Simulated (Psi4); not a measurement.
**triplet SiNH5 at 5 levels**

We compute a comparison of 5 runs (UHF/STO-3G, UHF/3-21G, UB3LYP/6-31G*, UHSE06/aug-cc-pVDZ, UTPSSh/aug-cc-pVDZ) of triplet SiNH5. 

Program for the calculation: Psi4 1.11.

1 further run of the same task is left out (set aside as unsound or not needed).

### Step 1. The structure to begin with

SiNH5: 7 atoms, total charge 0, spin state triplet. SMILES of the parent species: `[H][Si]([H])([H])N`. Geometry: relaxed at GFN2-xTB. That shape belongs to the parent species and isn't relaxed for this state.

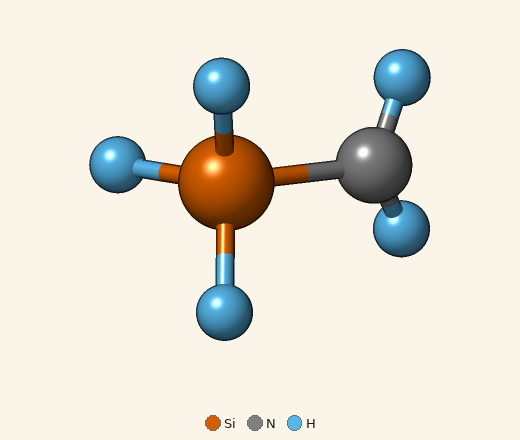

Viewed from a chosen angle; silicon orange, nitrogen grey, hydrogen blue.

### Step 2. Energy and forces at UHF/STO-3G (run 1)

Input file job.py:

```python
import psi4

psi4.set_memory('1600 MB')
psi4.set_num_threads(1)
psi4.core.set_output_file('h5nsi.out', False)

mol = psi4.geometry("""
0 3
Si
N 1 1.72303
H 2 1.007213 1 118.6172
H 2 1.006985 3 109.50945 1 140.4847
H 1 1.460383 2 104.96781 4 173.74648
H 1 1.461042 5 113.25 2 114.08283
H 1 1.472431 5 109.18425 6 121.82007
symmetry c1
no_reorient
no_com
""")

psi4.set_options({
    'basis': 'STO-3G',
    'reference': 'uhf',
    'puream': True,
    'e_convergence': 1e-09,
    'd_convergence': 1e-08,
    'scf_type': 'pk',
    'maxiter': 200,
})

e_tot, wfn = psi4.gradient("scf", return_wfn=True)
print('gradient / Eh bohr^-1')
print(e_tot.np.round(6))
print(f'energy = {wfn.energy():.10f} Eh')
```

Command:

```bash
$ python job.py
```

h5nsi.out:

```text
[...]
  Running in c1 symmetry.
[...]
  Nuclear repulsion =   65.167410229587844
[...]
  Multiplicity = 3
[...]
  Nalpha       = 14
  Nbeta        = 12
[...]
    Number of basis functions: 19
[...]
   @UHF iter   1:  -341.84338046043086   -1.53735e+00   7.37336e-03 DIIS/ADIIS
[...]
   @UHF iter  16:  -341.89242377458550   -3.97904e-13   4.70323e-09 DIIS
[...]
   @S^2 Observed:                2.007346451E+00
[...]
  @UHF Final Energy:  -341.89242377458550
   => Energetics <=
    Nuclear Repulsion Energy =             65.1674102295878441
    One-Electron Energy =                -604.8756733089978752
    Two-Electron Energy =                 197.8158393048245500
    Total Energy =                       -341.8924237745854953
  UHF NO Occupations:
  HONO-2 :   12  A 1.9985455
  HONO-1 :   13  A 1.0000000
[...]
  -Total Gradient:
     Atom            X                  Y                   Z
    ------   -----------------  -----------------  -----------------
       1        0.010643258030     0.000329801075     0.261016972911
       2       -0.011885916201    -0.003382058570    -0.177870978029
       3       -0.019321388790     0.068438621272    -0.061406164434
       4        0.031845415126    -0.062242997745    -0.059181274131
       5        0.012355302066    -0.019527890937     0.006855688795
       6       -0.002752079947     0.023277293124     0.007871368657
       7       -0.020884590284    -0.006892768219     0.022714386231
[...]
```

The script printed:

```text
gradient / Eh bohr^-1
[[ 0.010643  0.00033   0.261017]
 [-0.011886 -0.003382 -0.177871]
 [-0.019321  0.068439 -0.061406]
 [ 0.031845 -0.062243 -0.059181]
 [ 0.012355 -0.019528  0.006856]
 [-0.002752  0.023277  0.007871]
 [-0.020885 -0.006893  0.022714]]
energy = -341.8924237746 Eh
```

It took 1.3 s on 1 thread of Intel Xeon 6975P-C (Granite Rapids), shared host; peak memory 0.18 GiB.

### Step 3. Energy and forces at UHF/3-21G (run 2)

Input file job.in:

```
memory 1600 MB

molecule {
  0 3
  Si    -0.000690     0.002380    -0.682990
  N      0.090660     0.178690     1.028560
  H      0.707680    -0.428190     1.543790
  H     -0.763660     0.307400     1.545850
  H      1.387750    -0.009920    -1.135540
  H     -0.747920     1.169350    -1.146100
  H     -0.673820    -1.219710    -1.153570
  units angstrom
  symmetry c1
  no_reorient
  no_com
}

set {
  basis 3-21G
  reference uhf
  puream true
  e_convergence 1e-09
  d_convergence 1e-08
  scf_type pk
  maxiter 200
}

energy_value, wavefunction = gradient("hf", return_wfn=True)
oeprop(wavefunction, "MULLIKEN_CHARGES", "DIPOLE", "QUADRUPOLE")
```

Command:

```bash
$ psi4 job.in job.out -n 1
```

job.out:

```text
[...]
  Running in c1 symmetry.
[...]
  Nuclear repulsion =   65.167404687729132
[...]
  Multiplicity = 3
[...]
  Nalpha       = 14
  Nbeta        = 12
[...]
    Number of basis functions: 32
[...]
   @UHF iter   1:  -344.14068794712017   -3.30982e-01   7.55311e-03 DIIS/ADIIS
[...]
   @UHF iter  17:  -344.22008091482132   -6.82121e-13   3.42609e-09 DIIS
[...]
   @S^2 Observed:                2.009832201E+00
[...]
  @UHF Final Energy:  -344.22008091482132
   => Energetics <=
    Nuclear Repulsion Energy =             65.1674046877291318
    One-Electron Energy =                -604.3066206630353463
    Two-Electron Energy =                 194.9191350604849049
    Total Energy =                       -344.2200809148213239
  UHF NO Occupations:
  HONO-2 :   12  A 1.9977442
  HONO-1 :   13  A 1.0000000
[...]
  -Total Gradient:
     Atom            X                  Y                   Z
    ------   -----------------  -----------------  -----------------
       1        0.008313827033     0.013049367132     0.129106021547
       2        0.001747662896     0.004308900960    -0.091626152126
       3       -0.032108339105     0.008332935094    -0.016304266394
       4        0.025371079074    -0.020576636899    -0.015708594363
       5       -0.010504622216    -0.000912039581    -0.003152197616
       6        0.004605306944    -0.009040080227    -0.002741862132
       7        0.002575085374     0.004837553521     0.000427051084
[...]
```

Wall time 1.3 s (1 thread of Intel Xeon 6975P-C (Granite Rapids), shared host); peak memory 0.18 GiB.

### Step 4. Energy and forces at UB3LYP/6-31G(d) (spherical functions) (run 3)

Input file run_ase.py:

```python
import numpy as np
from ase.calculators.psi4 import Psi4
from ase import Atoms

atoms = Atoms(['Si', 'N', 'H', 'H', 'H', 'H', 'H'], positions=[
    [-0.000690, 0.002380, -0.682990],
    [0.090660, 0.178690, 1.028560],
    [0.707680, -0.428190, 1.543790],
    [-0.763660, 0.307400, 1.545850],
    [1.387750, -0.009920, -1.135540],
    [-0.747920, 1.169350, -1.146100],
    [-0.673820, -1.219710, -1.153570],
])
calc = Psi4(atoms=atoms, method='b3lyp', basis='6-31G*', memory='1600MB', num_threads=1, charge=0, multiplicity=3, label='calc', reference='uks')
calc.psi4.set_options({'puream': True, 'e_convergence': 1e-09, 'd_convergence': 1e-08, 'scf_type': 'pk', 'dft_radial_points': 99, 'dft_spherical_points': 590, 'maxiter': 200})
atoms.calc = calc

forces = atoms.get_forces()
print(f'energy: {atoms.get_potential_energy():.6f} eV')
print('forces / eV A^-1')
print(np.round(forces, 5))
```

Command:

```bash
$ python run_ase.py
```

calc.dat:

```text
[...]
  Running in c1 symmetry.
[...]
  Nuclear repulsion =   65.167404687729132
[...]
  Multiplicity = 3
[...]
  Nalpha       = 14
  Nbeta        = 12
[...]
    Number of basis functions: 42
[...]
   @UKS iter   1:  -346.81796784229834    5.10722e-03   1.52696e-02 ADIIS/DIIS
[...]
   @UKS iter  14:  -347.03509788749642   -1.08002e-12   3.83254e-09 DIIS
[...]
   @S^2 Observed:                2.005029118E+00
[...]
  @UKS Final Energy:  -347.03509788749642
   => Energetics <=
    Nuclear Repulsion Energy =             65.1674046877291318
    One-Electron Energy =                -606.8489304486178071
    Two-Electron Energy =                 218.5876477275466812
    DFT Exchange-Correlation Energy =     -23.9412198541543866
    Empirical Dispersion Energy =           0.0000000000000000
    VV10 Nonlocal Energy =                  0.0000000000000000
    Total Energy =                       -347.0350978874963630
[...]
  -Total Gradient:
     Atom            X                  Y                   Z
    ------   -----------------  -----------------  -----------------
       1       -0.003891997752    -0.007227330815     0.073367012438
       2        0.003059955974     0.005412212329    -0.027451633841
       3       -0.035186223915     0.015469338586    -0.021085683060
       4        0.032861797596    -0.018625383427    -0.020493395340
       5       -0.009100468979     0.001943333378    -0.001280619130
       6        0.006678486358    -0.006470028550    -0.000792789002
       7        0.005578808156     0.009498446780    -0.002262822784
[...]
```

The script printed:

```text
energy: -9443.306013 eV
forces / eV A^-1
[[ 0.20013  0.37164 -3.77268]
 [-0.15735 -0.27831  1.41162]
 [ 1.80935 -0.79547  1.08427]
 [-1.68982  0.95776  1.05381]
 [ 0.46796 -0.09993  0.06585]
 [-0.34342  0.3327   0.04077]
 [-0.28687 -0.48843  0.11636]]
```

Run time: 12 s. Hardware: 1 thread of Intel Xeon 6975P-C (Granite Rapids), shared host; peak memory 0.7 GiB.

Run 4 isn't shown in full; the table further down has it.

### Step 5. Energy and forces at UTPSSh/aug-cc-pVDZ (run 5)

Input file h5nsi.dat:

```
memory 1.6 GB

molecule {
  0 3
  Si
  N 1 R2
  H 2 R3 1 A3
  H 2 R4 3 A4 1 D4
  H 1 R5 2 A5 4 D5
  H 1 R6 5 A6 2 D6
  H 1 R7 5 A7 6 D7

  R2 = 1.72303
  R3 = 1.007213
  A3 = 118.6172
  R4 = 1.006985
  A4 = 109.50945
  D4 = 140.4847
  R5 = 1.460383
  A5 = 104.96781
  D5 = 173.74648
  R6 = 1.461042
  A6 = 113.25
  D6 = 114.08283
  R7 = 1.472431
  A7 = 109.18425
  D7 = 121.82007
  symmetry c1
  no_reorient
  no_com
}

set {
  basis                aug-cc-pVDZ
  reference            uks
  puream               true
  e_convergence        1e-09
  d_convergence        1e-08
  scf_type             pk
  dft_radial_points    99
  dft_spherical_points 590
  maxiter              200
}

result, w = gradient('tpssh', return_wfn=True)
oeprop(w, 'LOWDIN_CHARGES', 'MAYER_INDICES', 'WIBERG_LOWDIN_INDICES', title='TPSSH')
```

Command:

```bash
$ psi4 -n 1 h5nsi.dat h5nsi.out
```

h5nsi.out:

```text
[...]
  Running in c1 symmetry.
[...]
  Nuclear repulsion =   65.167410229587844
[...]
  Multiplicity = 3
[...]
  Nalpha       = 14
  Nbeta        = 12
[...]
    Number of basis functions: 95
[...]
   @UKS iter   1:  -346.72606183956475    7.82301e-02   8.75291e-03 DIIS/ADIIS
[...]
   @UKS iter  15:  -347.08885983133445   -8.18545e-12   6.25199e-09 DIIS
[...]
   @S^2 Observed:                2.006096415E+00
[...]
  @UKS Final Energy:  -347.08885983133445
   => Energetics <=
    Nuclear Repulsion Energy =             65.1674102295878441
    One-Electron Energy =                -605.9108964856933426
    Two-Electron Energy =                 220.4142179529821988
    DFT Exchange-Correlation Energy =     -26.7595915282111463
    Empirical Dispersion Energy =           0.0000000000000000
    VV10 Nonlocal Energy =                  0.0000000000000000
    Total Energy =                       -347.0888598313344460
[...]
  -Total Gradient:
     Atom            X                  Y                   Z
    ------   -----------------  -----------------  -----------------
       1       -0.020050844281    -0.007056148004     0.065407614649
       2        0.014363306592     0.005154831652    -0.018322815348
       3       -0.012874523762     0.032234962549    -0.022313122197
       4        0.012387982327    -0.032060083168    -0.021920369854
       5       -0.006734949098     0.007972066610     0.000216855762
       6       -0.000070133852    -0.010446469716     0.000496588221
       7        0.012977978833     0.004200233585    -0.003561323023
[...]
```

Run time: 69 s. Hardware: 1 thread of Intel Xeon 6975P-C (Granite Rapids), shared host; peak memory 0.92 GiB.

### Step 6. All runs side by side

| run | level | integration grid | energy (Eh) | dipole moment (D) | ⟨S²⟩ | largest force (eV/Å) | wall time |
| --- | --- | --- | --- | --- | --- | --- | --- |
| 1 | UHF/STO-3G | – | -341.892424 | 3.42 | 2.007 | 13.433 | 1.3 s |
| 2 | UHF/3-21G | – | -344.220081 | 4.28 | 2.010 | 6.686 | 1.3 s |
| 3 | UB3LYP/6-31G* (spherical functions) | 99 radial × 590 angular | -347.035098 | 2.59 | 2.005 | 3.796 | 12 s |
| 4 | UHSE06/aug-cc-pVDZ | 99 radial × 590 angular | -346.891275 | 1.44 | 2.006 | 3.376 | 58 s |
| 5 | UTPSSh/aug-cc-pVDZ | 99 radial × 590 angular | -347.088860 | 1.41 | 2.006 | 3.537 | 69 s |

### Step 7. Outcome

| quantity | value |
| --- | --- |
| run 5: total energy | -347.08886 Eh |
| run 5: dipole moment | 1.41 D |
| run 5: HOMO energy (highest over α and β) | -2.40 eV |
| run 5: ⟨S²⟩ | 2.006 |
| run 5: largest force on an atom | 3.537 eV/Å |

**Reading.** The dipole moment (its size) runs from 1.41 D (UTPSSh/aug-cc-pVDZ) to 4.28 D (UHF/3-21G). The two ends differ in method and basis. The two dipoles point in opposite directions. Totals of different functionals can't be ranked against each other. In run 1 the basis is minimal, so the values are rough. All runs together took 2.4 min, the longest 69 s.
